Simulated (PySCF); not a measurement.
# C₅H₂F₃NO: electronic excitations

What electronic excitations should C₅H₂F₃NO (`N#CCC(=C=O)C(F)(F)F`) show?

The runs use PySCF 2.14.0, with density-fitted response routines of our own; the level of theory stands in each step. All values are computed, except where a source is named. Atoms count from 0, in the outputs and in this text.

## Step 1: The molecule as given

12 atoms, charge 0, multiplicity 1; geometry from: GFN2-xTB.

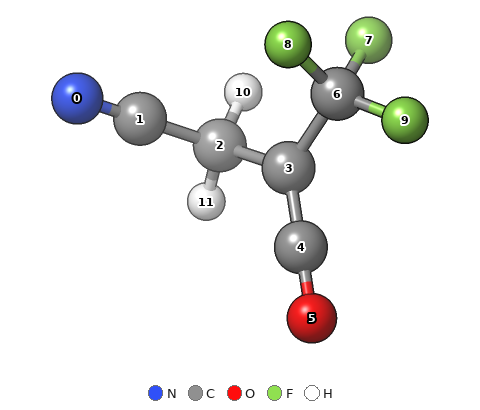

As it starts; nitrogen blue, carbon grey, oxygen red, fluorine green, hydrogen white, atoms numbered.

## Step 2: Ultraviolet spectrum: CAM-B3LYP/def2-SVPD

Job settings and geometry (Å):

```
{"job": {"kind": "uv", "xc": "CAM-B3LYP", "basis": "def2-SVPD", "nstates": 8, "ntriplets": 3}, "charge": 0, "multiplicity": 1}
N      2.470730    -1.655386     0.212998
C      1.636232    -1.096286    -0.328654
C      0.581927    -0.374161    -1.009881
C     -0.171240     0.521414    -0.038611
C      0.137499     1.778415     0.125416
O      0.409801     2.893833     0.219313
C     -1.224861    -0.129482     0.804877
F     -2.065842    -0.864738     0.058558
F     -0.716554    -0.967688     1.721231
F     -1.969609     0.762226     1.467539
H     -0.113750    -1.094269    -1.451389
H      1.026864     0.225438    -1.807424
```

Method: TDDFT CAM-B3LYP/def2-SVPD, vertical, gas phase, core orbitals frozen in the response.

Launch:

```sh
OMP_NUM_THREADS=1 python probes_run.py task.json out
```

One launch serves the whole session: the jobs run in the order shown.

Output:

```text
coarse grid: 12080 points
cycle   1  E = -620.1498566342  dE =  2.058e+00  |g| = 1.206e+00  |ddm| = 6.381e+00
cycle   2  E = -619.6678990240  dE =  4.820e-01  |g| = 2.067e+00  |ddm| = 3.226e+00
cycle   3  E = -620.4317934639  dE = -7.639e-01  |g| = 2.673e-01  |ddm| = 2.070e+00
cycle   4  E = -620.4445140850  dE = -1.272e-02  |g| = 8.390e-02  |ddm| = 3.735e-01
cycle   5  E = -620.4457982116  dE = -1.284e-03  |g| = 1.888e-02  |ddm| = 1.205e-01
cycle   6  E = -620.4458638143  dE = -6.560e-05  |g| = 6.210e-03  |ddm| = 3.233e-02
cycle   7  E = -620.4458714660  dE = -7.652e-06  |g| = 2.978e-03  |ddm| = 1.267e-02
final grid: 123800 points
cycle   8  E = -620.5462956527  dE = -3.017e-05  |g| = 6.220e-03  |ddm| = 9.781e-02
cycle   9  E = -620.5462810371  dE =  1.462e-05  |g| = 1.058e-02  |ddm| = 1.911e-02
cycle  10  E = -620.5463036310  dE = -2.259e-05  |g| = 9.823e-04  |ddm| = 1.114e-02
cycle  11  E = -620.5463038030  dE = -1.720e-07  |g| = 2.921e-04  |ddm| = 1.307e-03
cycle  12  E = -620.5463038195  dE = -1.642e-08  |g| = 1.112e-04  |ddm| = 4.922e-04
cycle  13  E = -620.5463038223  dE = -2.860e-09  |g| = 4.442e-05  |ddm| = 1.996e-04
cycle  14  E = -620.5463038228  dE = -4.904e-10  |g| = 1.755e-05  |ddm| = 7.181e-05
converged SCF energy = -620.5463038228

Static polarisability (au): isotropic 65.630, principal 53.906 62.869 80.113

Singlet excitations
state   eV       nm        f      main configurations
  1   3.7403    331.5   0.00011   H->L 0.98
  2   6.9735    177.8   0.00849   H->L+1 0.92
  3   7.2409    171.2   0.01339   H-1->L 0.46, H->L+2 0.23, H-2->L 0.15
  4   7.3167    169.5   0.02103   H-1->L 0.32, H-2->L 0.30, H->L+2 0.20
  5   7.7077    160.9   0.11449   H->L+2 0.36, H-2->L 0.33
  6   7.9781    155.4   0.03407   H->L+4 0.14, H->L+3 0.13, H-2->L+4 0.10
  7   8.1931    151.3   0.00164   H->L+4 0.16, H->L+3 0.16, H-1->L+1 0.08
  8   8.3740    148.1   0.00731   H-1->L+1 0.18, H-1->L+5 0.11, H-1->L+4 0.10

Triplet excitations (Tamm-Dancoff, eV): 3.3917 5.3217 6.3712
```

Run time: 57 s. Hardware: 1 thread of Intel Xeon Platinum 8488C, shared host; peak memory 1 GiB.

Frontier orbitals and where they lie:

```tsv
orbital	eV	atoms
HOMO−3	-12.30	N0 80 %, C1 16 %
HOMO−2	-11.59	N0 46 %, C1 36 %, C2 8 %
HOMO−1	-11.48	N0 47 %, C1 36 %, C2 8 %
HOMO	-9.75	C3 40 %, O5 21 %, C4 19 %
LUMO	-1.30	C4 38 %, O5 32 %, C3 10 %
LUMO+1	0.48	C4 26 %, C2 15 %, H11 14 %
LUMO+2	0.92	C4 24 %, C3 19 %, O5 18 %
```

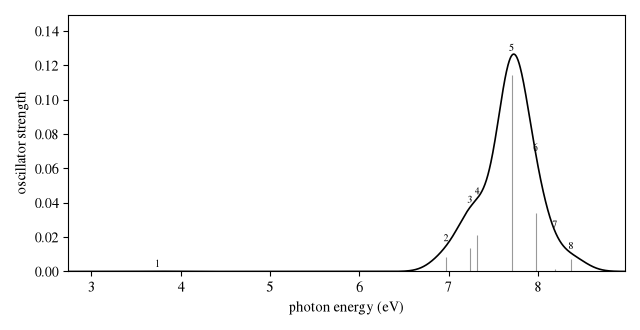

Absorption spectrum from the 8 singlet states computed; above the last one it falls off for lack of states. Lines are broadened to a width of 0.40 eV (Gaussian).

Ground-state properties from the same run:

```tsv
property	computed
dipole moment (D)	3.72
polarisability (Å³)	9.73
HOMO–LUMO gap (eV)	8.46
−ε(HOMO) (eV)	9.75
```

## Step 3: Summary of results

| quantity | value |
| --- | --- |
| lowest singlet (CAM-B3LYP/def2-SVPD) | 3.74 eV (331 nm), f = 0.000 |
| brightest single state of those computed | state 5, 7.71 eV, f = 0.114 |
| lowest triplet | 3.39 eV |

The lowest singlet, at 3.74 eV, is HOMO→LUMO 0.98 and is dark; of the 8 states computed, the strongest absorption comes from state 5 at 7.71 eV. The lowest triplet lies 0.35 eV below the lowest singlet (triplets in Tamm-Dancoff, singlets in full TDDFT).
